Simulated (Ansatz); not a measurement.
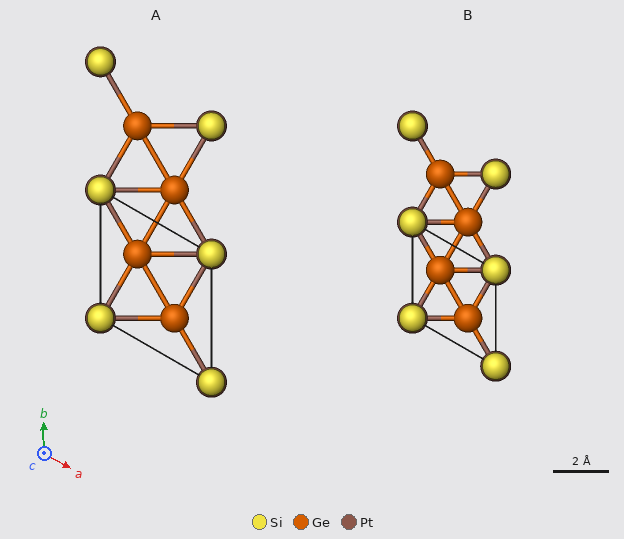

Two geometries of solid Si₃Ge₂Pt (a generated structure, set up in P6/mmm) (coarse preliminary run), drawn at one scale. One is the start of a relaxation, the other its converged end. The picture is a ball-and-stick view of the cell of the calculation, repeated 1 × 2 × 1 with one cell outlined, seen along the c axis.

These are results of DFT PBE, scalar-relativistic, plane waves, PAW in Ansatz 0.2.0, not measurements. Set-up: plane-wave cutoff 420 eV; k-point mesh 6 × 6 × 2; occupations gaussian; smearing width 0.1 eV; no spin polarisation; cell and atoms relaxed; force threshold 0.04 eV/Å; at most 70 steps.

### Which of the two is the end point?

Structure A is the relaxed one. The largest moves relative to the cell, 0.39 Å, are those of Si atoms. Ge and Pt stay in place. The drawn cell changes as follows: a = b 3.558 → 4.746 Å (+33.4 %), c 8.953 → 9.240 Å (+3.2 %); the volume changes by +83.6 %. Among the contacts that change: Ge–Ge 2.054 → 2.740 Å, Ge–Pt 2.054 → 2.740 Å, Si–Si 1.780 → 2.229 Å, Pt–Si 2.697 → 2.391 Å. The space group stays P6/mmm (No. 191). After 12 accepted moves (14 points after the start) the energy has fallen by 3731 meV per atom. Largest force component: 13 eV/Å at the start, 0.016 eV/Å at the end. The pressure goes from 133.14 to 0.02 GPa. At 2 points the geometry stayed and the basis and grid were re-selected for the new cell (energy shift of 119 meV per atom at most each time).
